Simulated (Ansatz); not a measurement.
# BCl3: the cost of one run

Program: Ansatz 0.2.0, Gaussian basis. Level of theory: the settings change from run to run. These are calculated values, not measurements.

## Step 1: The molecule

The geometry comes from an earlier relaxation with PBE0-D4 in a triple-zeta def2 set; it is a stationary point.

SMILES `ClB(Cl)Cl`, 4 atoms, charge 0, spin multiplicity 1.

Atoms are counted from 1 here; the program's logs count them from 0.

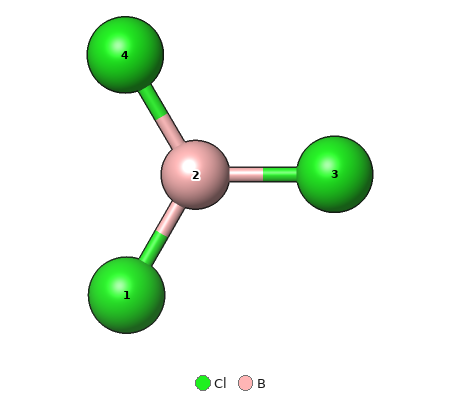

The geometry (chlorine green, boron pink); atoms are numbered from 1 in the order of the file.

## Step 2: B97M-V/def2-SVP

Options: unrestricted orbitals, the search for lower states set to full.

File in.yaml:

```yaml
crystal:
  periodic: [false, false, false]
  atoms:
    - {symbol: Cl, position_ang: [-0.243962, 0.501441, 1.633334]}
    - {symbol: B, position_ang: [0.014070, -0.014994, -0.005090]}
    - {symbol: Cl, position_ang: [0.956455, -1.437920, -0.329226]}
    - {symbol: Cl, position_ang: [-0.671065, 0.891174, -1.319316]}
basis:
  gaussian: {orbitals: def2-SVP}
magnetization: {spin_polarized: true, initial_magnetization: 0}
hamiltonian: {xc: {name: B97M-V}}
scf: {lower_state_search: full}
output: {forces: true}
```

Run with:

```console
$ ansatz run in.yaml --threads 4 --pin off --events-out ev --progress --plain --max-ram 10444MiB
```

Q: Estimate wall time and peak memory on 4 threads of Arm Neoverse V1, shared host.

About 3.6 s, with a peak of 0.32 GiB.
